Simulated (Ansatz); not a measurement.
```yaml
atoms:
  - { symbol: C, position_ang: [-0.6837, -0.5022, -0.5456] }
  - { symbol: Al, position_ang: [-2.4666, -1.3387, -0.3048] }
  - { symbol: B, position_ang: [0.1018, -1.5572, -1.2861] }
  - { symbol: H, position_ang: [0.0713, -1.6165, -2.4847] }
  - { symbol: H, position_ang: [0.6927, -2.4143, -0.6887] }
  - { symbol: H, position_ang: [-0.9391, 0.4049, -1.1023] }
  - { symbol: H, position_ang: [-0.3899, -0.3025, 0.4896] }
  - { symbol: H, position_ang: [-3.5903, -1.0959, -1.3939] }
  - { symbol: H, position_ang: [-2.7685, -2.1517, 1.0202] }
```

Geometry: PBE0-D4/def2-TZVP.

The calculation used Ansatz 0.2.0, isolated molecule in a Gaussian basis; Kohn-Sham density functional theory, functional PBE0.

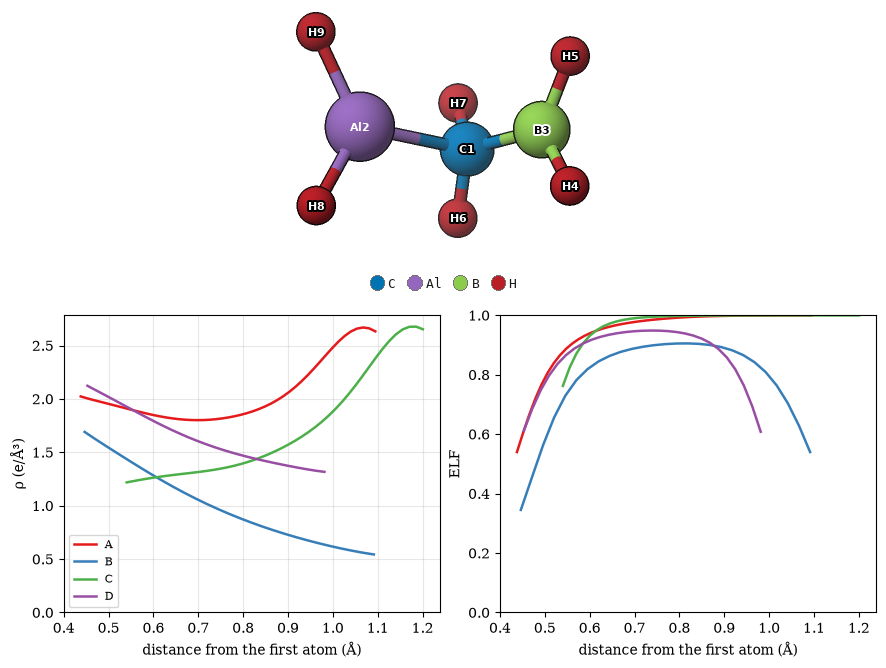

CH6AlB (SMILES B[CH2][AlH2]). Total electron density and ELF along straight lines between neighbouring atoms. The curves leave out the atomic cores. The structure is drawn too.

Q: Which curve belongs to which contact (B–H, C–Al, C–B and C–H)? The first atom named is at distance zero.

A: Curve A: C–H (1.09 Å): ρ at the midpoint is about 1.9 e/Å³; the ELF climbs to about 1 towards the hydrogen, as it does in any bond to H (an ordinary covalent bond to hydrogen). Curve B: C–Al (1.98 Å): ρ is about 0.62 e/Å³ halfway; the ELF peaks at about 0.90 between the atoms: a shared but strongly polarised pair. Curve C: B–H (1.20 Å): ρ is about 1.3 e/Å³ halfway; the ELF climbs to about 1 towards the hydrogen: an ordinary covalent bond to hydrogen. Curve D: C–B (1.51 Å): ρ is about 1.5 e/Å³ halfway; the ELF peaks at about 0.95 between the atoms (localised, covalent bonding).
